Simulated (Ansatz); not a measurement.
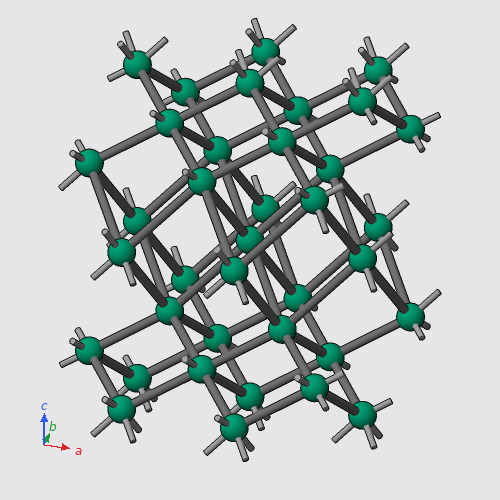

The picture shows a finite piece of the underlying net of a crystal structure, nodes on the atoms' positions. Nodes are coloured by topological kind. Edges to nodes outside the piece are drawn as stubs.

Classify the net: periodicity, connectivity, name.

Answer. A uninodal 6-connected, three-periodic net. It is the pcu net, known from NaCl, ReO3 and the B-X framework of perovskite.

Give point symbol and coordination sequence.

Answer. 4^12.6^3, sequence 6, 18, 38, 66, 102, 146.

Where the net comes from. The compound is K₂IF (space group R-3m, No. 166), taken as the geometry relaxed with DFT, r2SCAN, plane waves, PAW in Ansatz 0.2.0; the starting structure was generated, so it need not be a known form of this composition. Bonds are taken as F–K below 3.2 Å and I–K below 3.8 Å. The graph is simplified in the usual way: terminal and isolated atoms are pruned, two-connected atoms become edges. F, I and K are 6-connected nodes.
